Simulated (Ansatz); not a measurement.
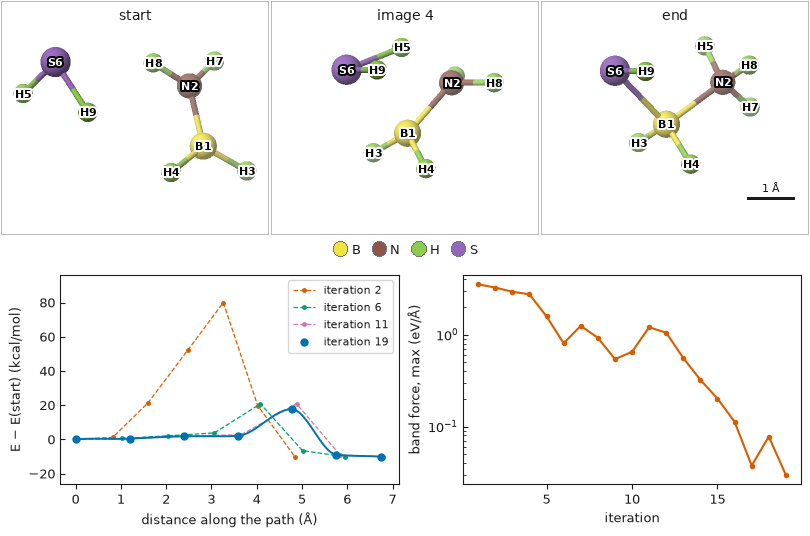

A nudged-elastic-band calculation for BNH$_{6}$S, made up of BNH$_{4}$ and H$_{2}$S. Images are numbered from 0 (start) to 6 (end). The plot follows the band through its iterations. The picture is a ball-and-stick view, seen at a tilt.

Level of theory: RKS PBE0-D4/def2-SVP (Ansatz).

Input
```yaml
crystal:
  periodic: [false, false, false]
  atoms:
    - {symbol: B, position_ang: [0.801209, -0.912148, -0.860699]}
    - {symbol: N, position_ang: [1.196634, 0.195091, -0.134173]}
    - {symbol: H, position_ang: [1.584057, -1.457231, -1.584131]}
    - {symbol: H, position_ang: [-0.326950, -1.306474, -0.750646]}
    - {symbol: H, position_ang: [-2.285308, 1.522475, 0.433908]}
    - {symbol: S, position_ang: [-1.839958, 0.958280, 1.567063]}
    - {symbol: H, position_ang: [2.126368, 0.576517, -0.177184]}
    - {symbol: H, position_ang: [0.576247, 0.689303, 0.490966]}
    - {symbol: H, position_ang: [-1.832301, -0.265914, 1.014895]}
basis:
  gaussian: {orbitals: def2-SVP}
hamiltonian: {xc: pbe0, dispersion: d4}
neb:
  images: 5
  climbing: true
  max_iterations: 40
  initial_path: idpp
  final_atoms:
    - {symbol: B, position_ang: [-0.222757, -0.452113, -0.542242]}
    - {symbol: N, position_ang: [0.874029, 0.524858, 0.187563]}
    - {symbol: H, position_ang: [-0.123007, -0.208866, -1.720647]}
    - {symbol: H, position_ang: [0.082844, -1.577302, -0.233981]}
    - {symbol: H, position_ang: [0.626250, 1.496075, 0.018642]}
    - {symbol: S, position_ang: [-1.931909, 0.089634, 0.055949]}
    - {symbol: H, position_ang: [1.816248, 0.358862, -0.157384]}
    - {symbol: H, position_ang: [0.866640, 0.381874, 1.193237]}
    - {symbol: H, position_ang: [-1.988338, -0.613122, 1.198862]}
```

Command:
```bash
ansatz run in.yaml --threads 2 --pin off --events-out ev --progress --plain --max-ram 4352MiB
```

Question: Judge this run.

Answer: The run is converged, with reservations. The band converged in 19 iterations. The largest component of the band force went from 3.5 to 0.03 eV/Å. The climbing image converged on the top of the path. Its curvatures weren't checked. The largest force component is 0.30 eV/Å at the start and 0.26 eV/Å at the end; an end with forces this large is no minimum, and the barrier measured from it can be far off. The first iteration put the highest image at 105.8 kcal/mol. The highest point, image 4, lies 17.7 kcal/mol above the start and 27.8 kcal/mol above the end; the end is at −10.1 kcal/mol relative to the start.

Limits of the set-up: the start holds two separate molecules, 2.5 Å apart at their closest, whose relative position is a soft coordinate.

Cost: 2.5 min on 2 threads of Arm Neoverse V1 (shared host).
